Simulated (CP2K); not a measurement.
# LiBr (SMILES [Li][Br]): PBE/DZVP-MOLOPT-SR-GTH (core potential)

Aim: the energy change on altering one bond length of LiBr at PBE/DZVP-MOLOPT-SR-GTH (core potential), from 2 runs. 

The results are computed with CP2K 2026.2.

3 further runs of the same task are left out: 3 that didn't finish.

### Step 1. The molecule

LiBr has 2 atoms, charge 0, and is taken as a singlet. As SMILES, `[Li][Br]`. The shape is that of a PBE0-D4/def2-TZVP optimisation.

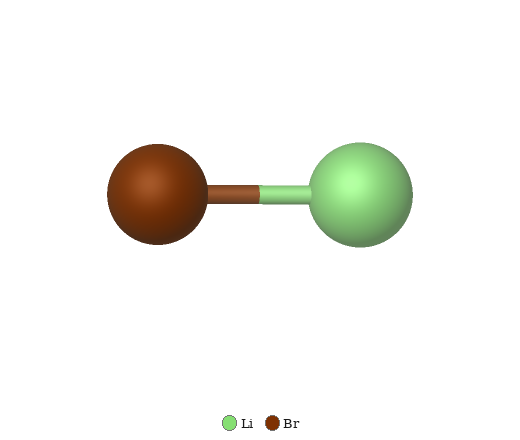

Viewed from a chosen angle; lithium green, bromine brown.

### Step 2. A single-point energy at PBE/DZVP-MOLOPT-SR-GTH (core potential)

File molecule.xyz:

```xyz
2

Li    -0.910300     0.277700    -0.476100
Br     0.939700    -0.337900     0.480100
```

File qs.inp:

```
&GLOBAL
  PROJECT qs
  RUN_TYPE ENERGY
  PRINT_LEVEL MEDIUM
&END GLOBAL

&FORCE_EVAL
  METHOD Quickstep
  &DFT
    BASIS_SET_FILE_NAME BASIS_MOLOPT
    POTENTIAL_FILE_NAME GTH_POTENTIALS
    CHARGE 0
    MULTIPLICITY 1
    &QS
      METHOD GPW
      EPS_DEFAULT 1.0E-10
    &END QS
    &MGRID
      CUTOFF 400
      REL_CUTOFF 50
      NGRIDS 4
    &END MGRID
    &POISSON
      PERIODIC NONE
      POISSON_SOLVER MULTIPOLE
    &END POISSON
    &SCF
      SCF_GUESS ATOMIC
      EPS_SCF 1.0E-06
      MAX_SCF 80
      ADDED_MOS 5
      &DIAGONALIZATION
        ALGORITHM STANDARD
      &END DIAGONALIZATION
      &MIXING
        METHOD DIRECT_P_MIXING
        ALPHA 0.4
      &END MIXING
    &END SCF
    &XC
      &XC_FUNCTIONAL PBE
      &END XC_FUNCTIONAL
    &END XC
    &PRINT
      &MOMENTS
        PERIODIC F
        REFERENCE COM
        MAX_MOMENT 1
      &END MOMENTS
      &MO ON
        ENERGIES T
        OCCUPATION_NUMBERS T
        NDIGITS 6
        &EACH
          QS_SCF 0
        &END EACH
        ADD_LAST NUMERIC
      &END MO
      &HIRSHFELD OFF
      &END HIRSHFELD
    &END PRINT
  &END DFT
  &SUBSYS
    &CELL
      ABC [angstrom] 11.2 10 10.4
      PERIODIC NONE
    &END CELL
    &TOPOLOGY
      COORD_FILE_NAME molecule.xyz
      COORD_FILE_FORMAT XYZ
      &CENTER_COORDINATES
      &END CENTER_COORDINATES
    &END TOPOLOGY
    &KIND Li
      BASIS_SET DZVP-MOLOPT-SR-GTH-q3
      POTENTIAL GTH-PBE-q3
    &END KIND
    &KIND Br
      BASIS_SET DZVP-MOLOPT-SR-GTH-q7
      POTENTIAL GTH-PBE-q7
    &END KIND
  &END SUBSYS
&END FORCE_EVAL
```

The run is started by

```
$ OMP_NUM_THREADS=1 cp2k.psmp qs.inp > qs.out
```

Standard output:

```text
CP2K| version string:                                       CP2K version 2026.2
[...]
 GLOBAL| Method name                                                        CP2K
[...]
 GLOBAL| Run type                                                         ENERGY
[...]
 DFT| Spin restricted Kohn-Sham (RKS) calculation                            RKS
 DFT| Multiplicity                                                             1
[...]
 DFT| Charge                                                                   0
[...]
 FUNCTIONAL| PBE:
 QS| Method:                                                                 GPW
[...]
 QS| Density cutoff [a.u.]:                                                200.0
[...]
 QS| Relative density cutoff [a.u.]:                                        25.0
[...]
                             - Atoms:                                          2
[...]
                             - Spherical basis functions:                     19
[...]
 Number of electrons:                                                         10
[...]
     1 P_Mix/Diag. 0.40E+00    1.5     0.90601722       -20.8442275183 -2.08E+01
[...]
    12 DIIS/Diag.  0.47E-06    1.5     0.00000090       -20.9284902197 -1.75E-11
  *** SCF run converged in    12 steps ***
[...]
  Overlap energy of the core charge distribution:               0.00000000075004
  Self energy of the core charge distribution:                -33.99242240875233
  Core Hamiltonian energy:                                      6.52497122943965
  Hartree energy:                                              11.00320228479705
  Exchange-correlation energy:                                 -4.46424132595259
  Total energy:                                               -20.92849021971817
[...]
                     Mulliken Population Analysis
 #  Atom  Element  Kind  Atomic population                           Net charge
       1     Li       1          2.390764                              0.609236
       2     Br       2          7.609236                             -0.609236
 # Total charge                             10.000000                 -0.000000
[...]
  Dipole moment [Debye]
    X= -0.6030456E+01 Y=  0.2013773E+01 Z= -0.3122907E+01  Total=      7.0833772
 ENERGY| Total FORCE_EVAL ( QS ) energy [hartree]            -20.928490219718171
[...]
```

Wall time 19 s (1 thread of Arm Neoverse V1, shared host); peak memory 0.86 GiB.

### Step 3. The distorted shape, same level

File mol.inp:

```
&GLOBAL
  PROJECT mol
  RUN_TYPE ENERGY
  PRINT_LEVEL MEDIUM
&END GLOBAL

&FORCE_EVAL
  METHOD Quickstep
  &DFT
    BASIS_SET_FILE_NAME BASIS_MOLOPT
    POTENTIAL_FILE_NAME GTH_POTENTIALS
    CHARGE 0
    MULTIPLICITY 1
    &QS
      METHOD GPW
      EPS_DEFAULT 1.0E-10
    &END QS
    &MGRID
      CUTOFF 400
      REL_CUTOFF 50
      NGRIDS 4
    &END MGRID
    &POISSON
      PERIODIC NONE
      POISSON_SOLVER MULTIPOLE
    &END POISSON
    &SCF
      SCF_GUESS ATOMIC
      EPS_SCF 1.0E-06
      MAX_SCF 100
      ADDED_MOS 10
      &DIAGONALIZATION
        ALGORITHM STANDARD
      &END DIAGONALIZATION
      &MIXING
        METHOD DIRECT_P_MIXING
        ALPHA 0.4
      &END MIXING
    &END SCF
    &XC
      &XC_FUNCTIONAL PBE
      &END XC_FUNCTIONAL
    &END XC
    &PRINT
      &MOMENTS
        PERIODIC F
        REFERENCE COM
        MAX_MOMENT 1
      &END MOMENTS
      &MO ON
        ENERGIES T
        OCCUPATION_NUMBERS T
        NDIGITS 6
        &EACH
          QS_SCF 0
        &END EACH
        ADD_LAST NUMERIC
      &END MO
      &HIRSHFELD OFF
      &END HIRSHFELD
    &END PRINT
  &END DFT
  # atoms, cell and kinds
  &SUBSYS
    # box in angstrom
    &CELL
      ABC [angstrom] 12.2 10.3 10.8
      PERIODIC NONE
    &END CELL
    &COORD
      Li    -1.835319     0.585506    -0.954210
      Br     0.939700    -0.337900     0.480100
    &END COORD
    &TOPOLOGY
      &CENTER_COORDINATES
      &END CENTER_COORDINATES
    &END TOPOLOGY
    &KIND Li
      BASIS_SET DZVP-MOLOPT-SR-GTH-q3
      POTENTIAL GTH-PBE-q3
    &END KIND
    &KIND Br
      BASIS_SET DZVP-MOLOPT-SR-GTH-q7
      POTENTIAL GTH-PBE-q7
    &END KIND
  &END SUBSYS
&END FORCE_EVAL
```

The run is started by

```
$ OMP_NUM_THREADS=1 cp2k.psmp mol.inp > mol.out
```

Standard output:

```text
CP2K| version string:                                       CP2K version 2026.2
[...]
 GLOBAL| Method name                                                        CP2K
[...]
 GLOBAL| Run type                                                         ENERGY
[...]
 DFT| Spin restricted Kohn-Sham (RKS) calculation                            RKS
 DFT| Multiplicity                                                             1
[...]
 DFT| Charge                                                                   0
[...]
 FUNCTIONAL| PBE:
 QS| Method:                                                                 GPW
[...]
 QS| Density cutoff [a.u.]:                                                200.0
[...]
 QS| Relative density cutoff [a.u.]:                                        25.0
[...]
                             - Atoms:                                          2
[...]
                             - Spherical basis functions:                     19
[...]
 Number of electrons:                                                         10
[...]
     1 P_Mix/Diag. 0.40E+00    1.8     0.91373155       -20.7749544457 -2.08E+01
[...]
    13 DIIS/Diag.  0.48E-06    1.9     0.00000044       -20.8797750789 -5.28E-12
  *** SCF run converged in    13 steps ***
[...]
  Overlap energy of the core charge distribution:               0.00000000000000
  Self energy of the core charge distribution:                -33.99242240875233
  Core Hamiltonian energy:                                      6.36890400671182
  Hartree energy:                                              11.14858279090346
  Exchange-correlation energy:                                 -4.40483946771898
  Total energy:                                               -20.87977507885604
[...]
                     Mulliken Population Analysis
 #  Atom  Element  Kind  Atomic population                           Net charge
       1     Li       1          2.325763                              0.674237
       2     Br       2          7.674237                             -0.674237
 # Total charge                             10.000000                  0.000000
[...]
  Dipole moment [Debye]
    X= -0.9670640E+01 Y=  0.3231865E+01 Z= -0.5012358E+01  Total=     11.3617763
 ENERGY| Total FORCE_EVAL ( QS ) energy [hartree]            -20.879775078856035
[...]
```

Wall time 26 s (1 thread of Arm Neoverse V1, shared host); peak memory 1 GiB.

### Step 4. Outcome

Level: PBE/DZVP-MOLOPT-SR-GTH (core potential).

| quantity | value |
| --- | --- |
| first shape: total energy | -20.92849 Eh |
| first shape: dipole moment | 7.08 D |
| first shape: HOMO energy | -5.41 eV |
| first shape: LUMO energy | -1.84 eV |
| first shape: HOMO–LUMO gap | 3.57 eV |
| distorted shape: total energy | -20.87978 Eh |
| distorted shape: dipole moment | 11.36 D |
| distorted shape: HOMO energy | -4.24 eV |
| distorted shape: LUMO energy | -2.87 eV |
| distorted shape: HOMO–LUMO gap | 1.37 eV |
| energy change with the Li1–Br2 bond stretched from 2.172 to 3.257 Å | 1.326 eV |

With the Li1–Br2 bond stretched from 2.172 to 3.257 Å the energy rises by 1.33 eV (31 kcal/mol). The first shape isn't relaxed at this level, so the change isn't measured from a minimum.
